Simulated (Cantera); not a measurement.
Input: 1 mol MgO, a varied amount of H2S, 0.64 mol O2, equilibrated at 1602 °C and 0.0760 bar.

Cantera equilibrium calculation (NASA polynomials, part measured and part estimated; ideal gas, pure solids and liquids). Candidate condensed phases: H2O, H2SO4, Mg, MgO, Mg(OH)2, MgS, MgSO4, S; 26 gas species. Equilibrium is a limit: real reactors are often held back by kinetics, nucleation or transport.

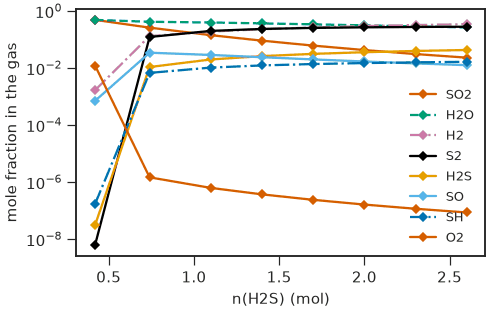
Figure. Equilibrium gas composition (values under 1e-9 drawn at 1e-9)

From 0.42 mol H2S to 2.6 mol H2S the condensed part is MgO(s). The main Mg-bearing gas is Mg(OH)2 at 0.42 mol H2S and Mg at 2.6 mol H2S.
